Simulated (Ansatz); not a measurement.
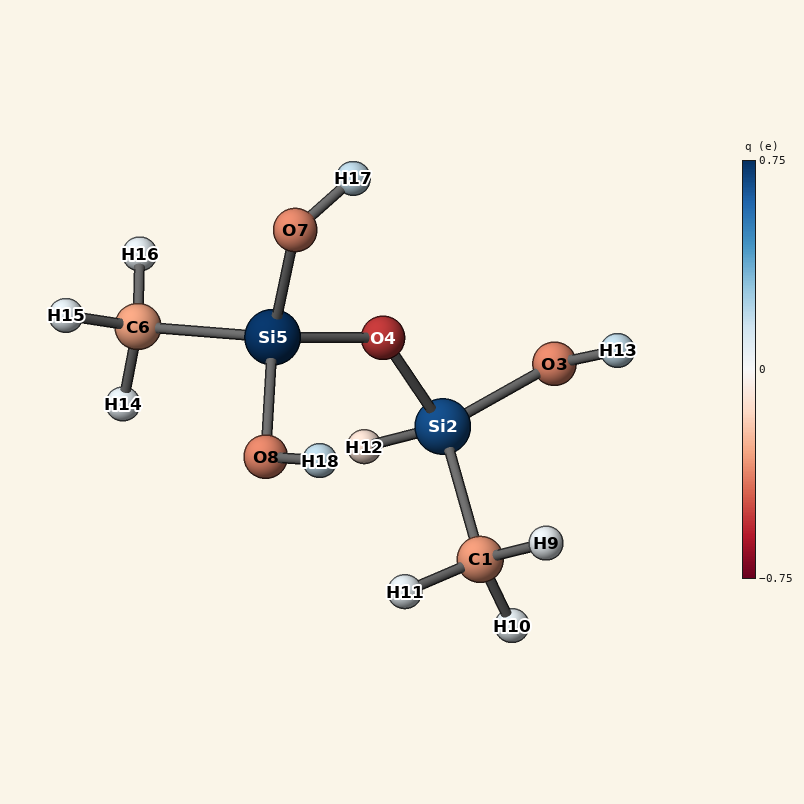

Atoms are coloured by their Mulliken charges. Computed geometry: PBE-D4/def2-SVP optimisation. No frequency run is at hand to confirm it as a minimum. Level of theory: RKS PBE-D4/def2-SVP (Ansatz 0.2.0).

List the Mulliken charges.

```
atom  value (e)
  C1      −0.32
 Si2       0.66
  O3      −0.35
  O4      −0.52
 Si5       0.72
  C6      −0.30
  O7      −0.36
  O8      −0.36
  H9       0.05
 H10       0.07
 H11       0.07
 H12      −0.11
 H13       0.18
 H14       0.07
 H15       0.07
 H16       0.06
 H17       0.19
 H18       0.18
```

Mulliken values depend strongly on the basis set and can even reverse the polarity of a bond.
